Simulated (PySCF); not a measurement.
**Pt⁶⁵⁺, Au⁶⁶⁺, Hg⁶⁷⁺: fine-structure interval with spin-orbit coupling**

Wanted: the fine-structure interval of these ions, up a ladder of methods.

Method: two-component X2C-1e, generalised determinants. Code: PySCF 2.14.0.

### 1 The system

- Elements: platinum (Z = 78), gold (Z = 79), mercury (Z = 80)
- Basis: one for each species, given in its step
- Hamiltonian: two-component X2C-1e, Gaussian nucleus, no Breit or QED terms; spin-orbit coupling, run by run: screened by Boettger's factors; bare
- Core shells frozen in the correlated runs: 1s2 (for Pt⁶⁵⁺)
- State 1: Pt⁶⁵⁺ 3p J=3/2: [Ne] 3s2 3p1; 3p3/2 filled at m_j = +3/2
- State 2: Au⁶⁶⁺ 3p J=3/2: [Ne] 3s2 3p1; 3p3/2 filled at m_j = +3/2
- State 3: Hg⁶⁷⁺ 3p J=3/2: [Ne] 3s2 3p1; 3p3/2 filled at m_j = +3/2
- Needed too, but not shown: Pt⁶⁵⁺ [Ne] 3s2 3p1 (2P), Au⁶⁶⁺ [Ne] 3s2 3p1 (2P), Hg⁶⁷⁺ [Ne] 3s2 3p1 (2P)
- Methods: GHF, GMP2

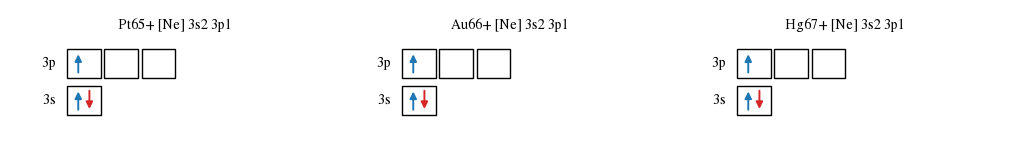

The shells outside the core, filled by Hund's rule for the drawing.

All steps ran in one process of a driver on top of PySCF, which takes the settings above as its task.

The integrals over 107 functions and the set-up took 0.35 s of CPU time.

### 2 Pt⁶⁵⁺ 3p J=3/2: the ladder of methods

Basis: an uncontracted even-tempered set (17 s from 22 bohr⁻², ratio 2.4; 14 p from 29 bohr⁻², ratio 2.4; 4 d from 94 bohr⁻², ratio 2.6; 4 f from 140 bohr⁻², ratio 2.6).

#### GHF (screened spin-orbit)

Standard output:

```text
cycle= 1 E= -13302.3733638170  delta_E= -1.33e+04  |FDS-SDF|= 0.591
cycle= 2 E= -13302.3839054039  delta_E= -0.0105  |FDS-SDF|= 0.0124
cycle= 3 E= -13302.3839289556  delta_E= -2.36e-05  |FDS-SDF|= 0.000382
cycle= 4 E= -13302.3839291154  delta_E= -1.6e-07  |FDS-SDF|= 2.86e-05
cycle= 5 E= -13302.3839291163  delta_E= -8.95e-10  |FDS-SDF|= 6.15e-07
```

It used 2.6 s of CPU time after the integrals (shared host).

Occupied spinors:

```
spinor shell  electrons  mean energy (eV)  weight of the nominal j  rms radius (bohr)
       1s1/2          2          -84463.0                    1.000             0.0193
       2s1/2          2          -19344.0                    1.000             0.0769
       2p1/2          2          -18796.9                    1.000             0.0652
       2p3/2          4          -17019.5                    1.000             0.0726
       3s1/2          2           -7839.0                    1.000              0.184
       3p3/2          1           -7198.3                    1.000              0.186
```

M_J = 3/2, ⟨J²⟩ = 3.750, ⟨L²⟩ = 2.040, ⟨S²⟩ = 0.790.

#### GMP2 (screened spin-orbit)

This step left no log, only its results.

CPU time 0.4 s on a shared host, the integrals not counted.

With 11 electrons correlated and 46 very high virtual spinors dropped, the MP2 correlation energy is -0.53669 hartree. Largest pairs: 2p1/2-2p3/2 -0.1030, 2p3/2-2p3/2 -0.0950, 3s1/2-3s1/2 -0.0876, 3p3/2-3s1/2 -0.0448, 2p3/2-2s1/2 -0.0433.

#### GHF (bare spin-orbit)

Standard output:

```text
cycle= 1 E= -13303.4924767163  delta_E= -1.33e+04  |FDS-SDF|= 0.608
cycle= 2 E= -13303.5033634523  delta_E= -0.0109  |FDS-SDF|= 0.0127
cycle= 3 E= -13303.5033871987  delta_E= -2.37e-05  |FDS-SDF|= 0.000382
cycle= 4 E= -13303.5033873599  delta_E= -1.61e-07  |FDS-SDF|= 2.84e-05
cycle= 5 E= -13303.5033873608  delta_E= -8.89e-10  |FDS-SDF|= 6.18e-07
```

It used 2.7 s of CPU time after the integrals (shared host).

Occupied spinors:

```
spinor shell  electrons  mean energy (eV)  weight of the nominal j  rms radius (bohr)
       1s1/2          2          -84461.8                    1.000             0.0193
       2s1/2          2          -19343.8                    1.000             0.0769
       2p1/2          2          -18838.0                    1.000             0.0650
       2p3/2          4          -17007.2                    1.000             0.0727
       3s1/2          2           -7839.0                    1.000              0.184
       3p3/2          1           -7194.9                    1.000              0.186
```

M_J = 3/2, ⟨J²⟩ = 3.750, ⟨L²⟩ = 2.042, ⟨S²⟩ = 0.792.

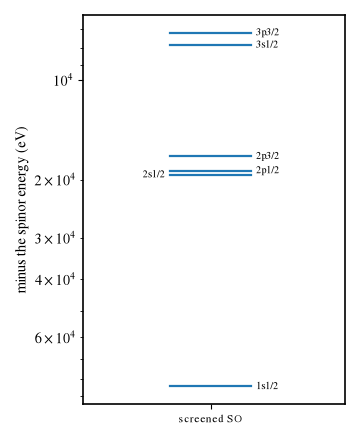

The highest 6 spinor levels of Pt⁶⁵⁺ 3p J=3/2 on a logarithmic scale.

### 3 Au⁶⁶⁺ 3p J=3/2

Basis: an even-tempered Gaussian basis (17 s from 23 bohr⁻², ratio 2.4; 14 p from 29 bohr⁻², ratio 2.4; 4 d from 97 bohr⁻², ratio 2.6; 4 f from 140 bohr⁻², ratio 2.6).

#### GHF (screened spin-orbit)

Standard output:

```text
cycle= 1 E= -13690.0012726453  delta_E= -1.37e+04  |FDS-SDF|= 0.62
cycle= 2 E= -13690.0122733001  delta_E= -0.011  |FDS-SDF|= 0.0128
cycle= 3 E= -13690.0122961052  delta_E= -2.28e-05  |FDS-SDF|= 0.000371
cycle= 4 E= -13690.0122962499  delta_E= -1.45e-07  |FDS-SDF|= 2.75e-05
cycle= 5 E= -13690.0122962507  delta_E= -8.09e-10  |FDS-SDF|= 5.91e-07
```

It used 2.7 s of CPU time after the integrals (shared host).

Occupied spinors:

```
spinor shell  electrons  mean energy (eV)  weight of the nominal j  rms radius (bohr)
       1s1/2          2          -86953.1                    1.000             0.0190
       2s1/2          2          -19959.2                    1.000             0.0756
       2p1/2          2          -19400.7                    1.000             0.0640
       2p3/2          4          -17514.1                    1.000             0.0716
       3s1/2          2           -8089.8                    1.000              0.181
       3p3/2          1           -7415.4                    1.000              0.183
```

M_J = 3/2, ⟨J²⟩ = 3.750, ⟨L²⟩ = 2.042, ⟨S²⟩ = 0.792.

#### GMP2 (screened spin-orbit)

The driver printed no log here.

It used 0.4 s of CPU time after the integrals (shared host).

With 11 electrons correlated and 46 very high virtual spinors dropped, the MP2 correlation energy is -0.53880 hartree. Largest pairs: 2p1/2-2p3/2 -0.1033, 2p3/2-2p3/2 -0.0952, 3s1/2-3s1/2 -0.0881, 3p3/2-3s1/2 -0.0449, 2p3/2-2s1/2 -0.0434.

#### GHF (bare spin-orbit)

Standard output:

```text
cycle= 1 E= -13691.2106487300  delta_E= -1.37e+04  |FDS-SDF|= 0.638
cycle= 2 E= -13691.2220165221  delta_E= -0.0114  |FDS-SDF|= 0.0131
cycle= 3 E= -13691.2220395286  delta_E= -2.3e-05  |FDS-SDF|= 0.000371
cycle= 4 E= -13691.2220396746  delta_E= -1.46e-07  |FDS-SDF|= 2.72e-05
cycle= 5 E= -13691.2220396754  delta_E= -8.06e-10  |FDS-SDF|= 5.9e-07
```

CPU time 2.7 s on a shared host, the integrals not counted.

Occupied spinors:

```
spinor shell  electrons  mean energy (eV)  weight of the nominal j  rms radius (bohr)
       1s1/2          2          -86951.9                    1.000             0.0190
       2s1/2          2          -19959.0                    1.000             0.0756
       2p1/2          2          -19444.0                    1.000             0.0639
       2p3/2          4          -17501.3                    1.000             0.0716
       3s1/2          2           -8089.8                    1.000              0.181
       3p3/2          1           -7411.9                    1.000              0.183
```

M_J = 3/2, ⟨J²⟩ = 3.750, ⟨L²⟩ = 2.045, ⟨S²⟩ = 0.794.

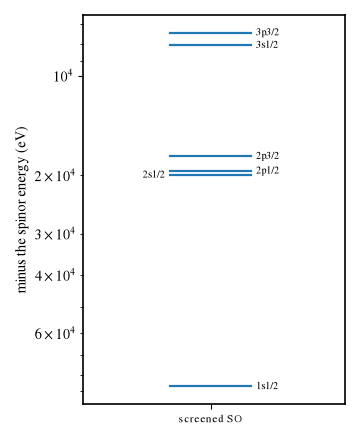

The highest 6 spinor levels of Au⁶⁶⁺ 3p J=3/2 on a logarithmic scale.

### 4 Hg⁶⁷⁺ 3p J=3/2: the ladder of methods

Basis: an even-tempered Gaussian basis (17 s from 23 bohr⁻², ratio 2.4; 14 p from 30 bohr⁻², ratio 2.4; 4 d from 99 bohr⁻², ratio 2.6; 4 f from 150 bohr⁻², ratio 2.6).

#### GHF (screened spin-orbit)

Standard output:

```text
cycle= 1 E= -14084.7800640426  delta_E= -1.41e+04  |FDS-SDF|= 0.649
cycle= 2 E= -14084.7915031696  delta_E= -0.0114  |FDS-SDF|= 0.0132
cycle= 3 E= -14084.7915257881  delta_E= -2.26e-05  |FDS-SDF|= 0.000373
cycle= 4 E= -14084.7915259275  delta_E= -1.39e-07  |FDS-SDF|= 2.7e-05
cycle= 5 E= -14084.7915259282  delta_E= -7.4e-10  |FDS-SDF|= 5.68e-07
```

It used 2.7 s of CPU time after the integrals (shared host).

Occupied spinors:

```
spinor shell  electrons  mean energy (eV)  weight of the nominal j  rms radius (bohr)
       1s1/2          2          -89490.4                    1.000             0.0187
       2s1/2          2          -20587.3                    1.000             0.0744
       2p1/2          2          -20017.2                    1.000             0.0629
       2p3/2          4          -18015.9                    1.000             0.0705
       3s1/2          2           -8345.7                    1.000              0.178
       3p3/2          1           -7635.9                    1.000              0.180
```

M_J = 3/2, ⟨J²⟩ = 3.750, ⟨L²⟩ = 2.045, ⟨S²⟩ = 0.795.

#### GMP2 (screened spin-orbit)

No log was kept for this step.

CPU time 0.41 s on a shared host, the integrals not counted.

With 11 electrons correlated and 46 very high virtual spinors dropped, the MP2 correlation energy is -0.54152 hartree. Largest pairs: 2p1/2-2p3/2 -0.1036, 2p3/2-2p3/2 -0.0954, 3s1/2-3s1/2 -0.0887, 3p3/2-3s1/2 -0.0454, 2p3/2-2s1/2 -0.0436.

#### GHF (bare spin-orbit)

Standard output:

```text
cycle= 1 E= -14086.0860735548  delta_E= -1.41e+04  |FDS-SDF|= 0.668
cycle= 2 E= -14086.0979033285  delta_E= -0.0118  |FDS-SDF|= 0.0136
cycle= 3 E= -14086.0979261582  delta_E= -2.28e-05  |FDS-SDF|= 0.000373
cycle= 4 E= -14086.0979262988  delta_E= -1.41e-07  |FDS-SDF|= 2.67e-05
cycle= 5 E= -14086.0979262995  delta_E= -7.31e-10  |FDS-SDF|= 5.65e-07
```

It used 2.8 s of CPU time after the integrals (shared host).

Occupied spinors:

```
spinor shell  electrons  mean energy (eV)  weight of the nominal j  rms radius (bohr)
       1s1/2          2          -89489.2                    1.000             0.0187
       2s1/2          2          -20587.0                    1.000             0.0744
       2p1/2          2          -20062.9                    1.000             0.0627
       2p3/2          4          -18002.6                    1.000             0.0706
       3s1/2          2           -8345.6                    1.000              0.178
       3p3/2          1           -7632.3                    1.000              0.180
```

M_J = 3/2, ⟨J²⟩ = 3.750, ⟨L²⟩ = 2.047, ⟨S²⟩ = 0.797.

### 5 The energy differences

Fine-structure interval: Pt⁶⁵⁺ [Ne] 3s2 3p1 [3p1/2^1, M_J = 1/2] → Pt⁶⁵⁺ [Ne] 3s2 3p1 [3p3/2^1, M_J = 3/2].

```
                    method  value (eV)
 GHF (screened spin-orbit)      474.57
GMP2 (screened spin-orbit)      473.68
     GHF (bare spin-orbit)      488.63
```

Fine-structure interval: Au⁶⁶⁺ [Ne] 3s2 3p1 [3p1/2^1, M_J = 1/2] → Au⁶⁶⁺ [Ne] 3s2 3p1 [3p3/2^1, M_J = 3/2].

```
                    method  value (eV)
 GHF (screened spin-orbit)      504.41
GMP2 (screened spin-orbit)      503.49
     GHF (bare spin-orbit)      519.21
```

Fine-structure interval: Hg⁶⁷⁺ [Ne] 3s2 3p1 [3p1/2^1, M_J = 1/2] → Hg⁶⁷⁺ [Ne] 3s2 3p1 [3p3/2^1, M_J = 3/2].

```
                    method  value (eV)
 GHF (screened spin-orbit)      535.89
GMP2 (screened spin-orbit)      534.95
     GHF (bare spin-orbit)      551.48
```

The differences also use runs on Pt⁶⁵⁺ [Ne] 3s2 3p1 (2P), Au⁶⁶⁺ [Ne] 3s2 3p1 (2P), Hg⁶⁷⁺ [Ne] 3s2 3p1 (2P), which are not shown here.

### 6 Outcome

```
                                 quantity                                                                   value
fine-structure interval, Pt⁶⁵⁺ → 3p J=3/2  GHF (screened spin-orbit) 474.57, GMP2 (screened spin-orbit) 473.68 eV
fine-structure interval, Au⁶⁶⁺ → 3p J=3/2  GHF (screened spin-orbit) 504.41, GMP2 (screened spin-orbit) 503.49 eV
fine-structure interval, Hg⁶⁷⁺ → 3p J=3/2  GHF (screened spin-orbit) 535.89, GMP2 (screened spin-orbit) 534.95 eV
```

What this shows: For the first difference the methods span 14.953 eV, from GMP2 (screened spin-orbit) (473.68) to GHF (bare spin-orbit) (488.63). No reference value is at hand in this session. The basis is finite, and no extrapolation was made.
